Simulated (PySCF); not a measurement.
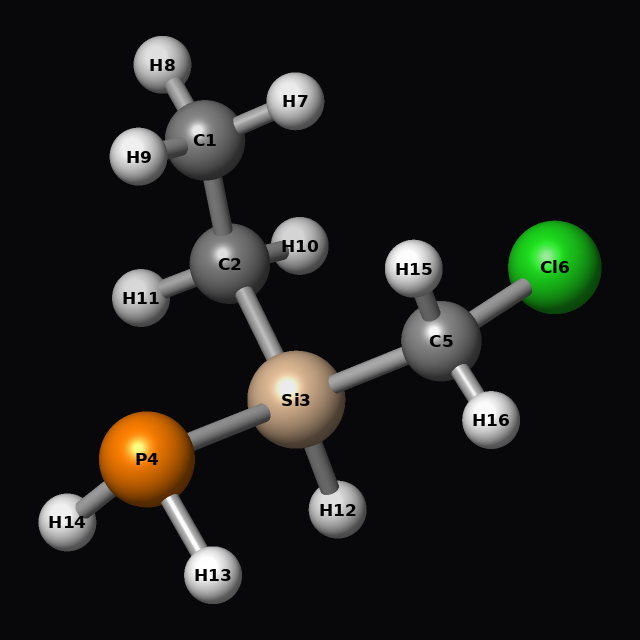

The geometry was computed by an optimisation with PBE0-D3(BJ)/def2-SVP. No frequency run is at hand to confirm it as a minimum. Level of theory: B3LYP/6-31G* indirect spin-spin coupling, non-relativistic, gas phase (PySCF 2.14.0). Isotopes: 13C, 1H, 31P, 29Si.

Give the spin–spin coupling constants of these pairs, with the number of bonds between them: C2/Si3, Si3/C5, Si3/P4, P4/H13, C2/P4, Si3/H15, Si3/H16, P4/C5, Si3/H7.

| pair | bonds apart | J (Hz) |
| --- | --- | --- |
| C2, Si3 | 1 | −59.3 |
| Si3, C5 | 1 | −51.2 |
| Si3, P4 | 1 | 10.4 |
| P4, H13 | 1 | 163.5 |
| C2, P4 | 2 | 8.6 |
| Si3, H15 | 2 | 3.1 |
| Si3, H16 | 2 | 2.9 |
| P4, C5 | 2 | 18.7 |
| Si3, H7 | 3 | −2.1 |
